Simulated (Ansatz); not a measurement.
Bond-angle distributions (per cent of the angles at each element, bins of 10°) of a relaxed model of amorphous Mg14Te42 at 5.50 g/cm³. All values below come from PBE-D3(BJ), scalar-relativistic without spin-orbit coupling, PAW (Ansatz default set, large-core Te) (plane waves to 420 eV; Ansatz, a quantum-chemistry and plane-wave program).

It comes from a melt-quench run on a machine-learned potential (CHGNet), relaxed afterwards by DFT. The hot cell started wider than the set density and was brought back towards it in steps. It is the lowest in DFT energy of 3 quenches. It is a model cell: composition and starting density were chosen by hand, and all elements were melted together. The geometry includes D3(BJ) dispersion. Its density started from a set value of 5.30 and ended at 5.50 g/cm³. Cooling (nominally 76 K/ps over its main leg) ran many orders faster than in experiment, which tends to leave more defects and strain. One small periodic cell is one sample of the glass; other quenches scatter about these values. Volume and shape were free in the relaxation. On a 2×2×2 Γ-centred mesh force components of up to 0.17 eV/Å stay, since the relaxation ran on one k-point at (1/4, 1/4, 1/4).

Cut-offs for bonds: Mg-Mg 3.38 Å, Mg-Te 3.36 Å, Te-Te 3.24 Å.

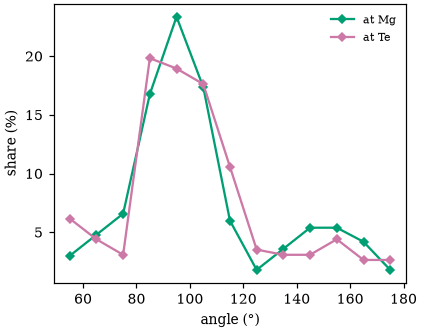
Figure: Bond-angle distributions

They go with these counts of neighbours within the cut-offs, cation contacts included: Mg mean 5.4, most often 6; Te mean 3.7, most often 4.
